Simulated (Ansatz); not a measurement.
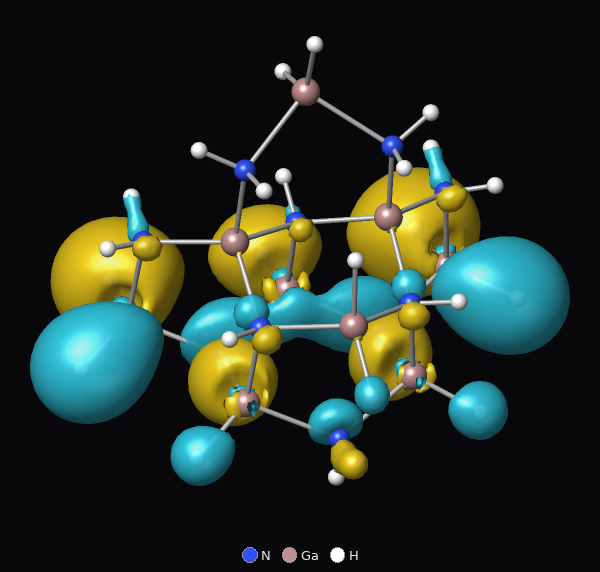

Ga$_{9}$H$_{26}$N$_{10}$ (charge +1). The HOMO−1 at ±0.06 Å⁻³ᐟ² (yellow and cyan are the two phases), seen at a tilt.

Geometry: r2SCAN-D4/def2-SVP.

These are results of Ansatz, RKS PBE0-D4/def2-TZVP, not measurements.

```json
{"atom": "N", "x (Å)": "0.4592", "y (Å)": "-3.3427", "z (Å)": "-0.2961"}
{"atom": "Ga", "x (Å)": "0.5502", "y (Å)": "-3.4877", "z (Å)": "1.7745"}
{"atom": "N", "x (Å)": "0.5176", "y (Å)": "-1.4613", "z (Å)": "-2.8972"}
{"atom": "Ga", "x (Å)": "-1.1771", "y (Å)": "-0.6796", "z (Å)": "-3.7066"}
{"atom": "Ga", "x (Å)": "0.5574", "y (Å)": "-1.5114", "z (Å)": "-0.9286"}
{"atom": "N", "x (Å)": "-0.9916", "y (Å)": "-0.5718", "z (Å)": "-0.2651"}
{"atom": "N", "x (Å)": "0.5603", "y (Å)": "-1.5246", "z (Å)": "2.2314"}
{"atom": "Ga", "x (Å)": "-1.1263", "y (Å)": "-0.6494", "z (Å)": "1.7394"}
{"atom": "N", "x (Å)": "-1.0059", "y (Å)": "1.1790", "z (Å)": "-2.8976"}
{"atom": "Ga", "x (Å)": "-1.0287", "y (Å)": "1.2394", "z (Å)": "-0.9291"}
{"atom": "N", "x (Å)": "-2.6626", "y (Å)": "2.0727", "z (Å)": "-0.2968"}
{"atom": "N", "x (Å)": "-1.0392", "y (Å)": "1.2490", "z (Å)": "2.2311"}
{"atom": "Ga", "x (Å)": "-2.7437", "y (Å)": "2.2227", "z (Å)": "1.7739"}
{"atom": "N", "x (Å)": "2.0930", "y (Å)": "-0.5864", "z (Å)": "-0.2609"}
{"atom": "Ga", "x (Å)": "2.2454", "y (Å)": "-0.7007", "z (Å)": "1.7074"}
{"atom": "Ga", "x (Å)": "2.2203", "y (Å)": "1.2801", "z (Å)": "-0.9953"}
{"atom": "N", "x (Å)": "0.5410", "y (Å)": "2.1050", "z (Å)": "-0.2613"}
{"atom": "N", "x (Å)": "2.0866", "y (Å)": "1.2037", "z (Å)": "2.2932"}
{"atom": "Ga", "x (Å)": "0.5179", "y (Å)": "2.2948", "z (Å)": "1.7069"}
{"atom": "H", "x (Å)": "-0.4015", "y (Å)": "-3.8093", "z (Å)": "-0.5978"}
{"atom": "H", "x (Å)": "1.2202", "y (Å)": "-3.9241", "z (Å)": "-0.6595"}
{"atom": "H", "x (Å)": "-0.8202", "y (Å)": "-4.1060", "z (Å)": "2.1860"}
{"atom": "H", "x (Å)": "1.9786", "y (Å)": "-4.0651", "z (Å)": "2.0326"}
{"atom": "H", "x (Å)": "0.6448", "y (Å)": "-2.3956", "z (Å)": "-3.2992"}
{"atom": "H", "x (Å)": "1.3160", "y (Å)": "-0.9140", "z (Å)": "-3.2412"}
{"atom": "H", "x (Å)": "-2.3632", "y (Å)": "-1.3640", "z (Å)": "-2.9430"}
{"atom": "H", "x (Å)": "-0.9816", "y (Å)": "-0.5670", "z (Å)": "-5.2448"}
{"atom": "H", "x (Å)": "-1.8251", "y (Å)": "-1.0524", "z (Å)": "-0.6247"}
{"atom": "H", "x (Å)": "0.5581", "y (Å)": "-1.5633", "z (Å)": "3.2599"}
{"atom": "H", "x (Å)": "-2.4151", "y (Å)": "-1.3927", "z (Å)": "2.1906"}
{"atom": "H", "x (Å)": "-1.7516", "y (Å)": "1.7562", "z (Å)": "-3.2994"}
{"atom": "H", "x (Å)": "-0.1329", "y (Å)": "1.5967", "z (Å)": "-3.2422"}
{"atom": "H", "x (Å)": "-3.4979", "y (Å)": "1.5626", "z (Å)": "-0.5993"}
{"atom": "H", "x (Å)": "-2.7833", "y (Å)": "3.0230", "z (Å)": "-0.6597"}
{"atom": "H", "x (Å)": "-1.0738", "y (Å)": "1.2667", "z (Å)": "3.2595"}
{"atom": "H", "x (Å)": "-3.9650", "y (Å)": "1.3450", "z (Å)": "2.1837"}
{"atom": "H", "x (Å)": "-2.5293", "y (Å)": "3.7481", "z (Å)": "2.0335"}
{"atom": "H", "x (Å)": "2.9408", "y (Å)": "-1.0421", "z (Å)": "-0.6205"}
{"atom": "H", "x (Å)": "3.5716", "y (Å)": "-1.3395", "z (Å)": "2.2063"}
{"atom": "H", "x (Å)": "1.9983", "y (Å)": "1.1517", "z (Å)": "-2.5626"}
{"atom": "H", "x (Å)": "3.4692", "y (Å)": "2.0003", "z (Å)": "-0.3900"}
{"atom": "H", "x (Å)": "0.5714", "y (Å)": "3.0669", "z (Å)": "-0.6213"}
{"atom": "H", "x (Å)": "2.1280", "y (Å)": "1.2277", "z (Å)": "3.3180"}
{"atom": "H", "x (Å)": "2.9411", "y (Å)": "1.6964", "z (Å)": "2.0065"}
{"atom": "H", "x (Å)": "0.6289", "y (Å)": "3.7627", "z (Å)": "2.2054"}
```

Q: Where does this orbital lie, and at what energy?

A: Its weight (Hirshfeld) is mainly on Ga2 (about 10 %), Ga13 (about 10 %), H22 (about 10 %), H36 (about 10 %), H37 (about 10 %) and H23 (about 10 %). Its energy is −10.65 eV.
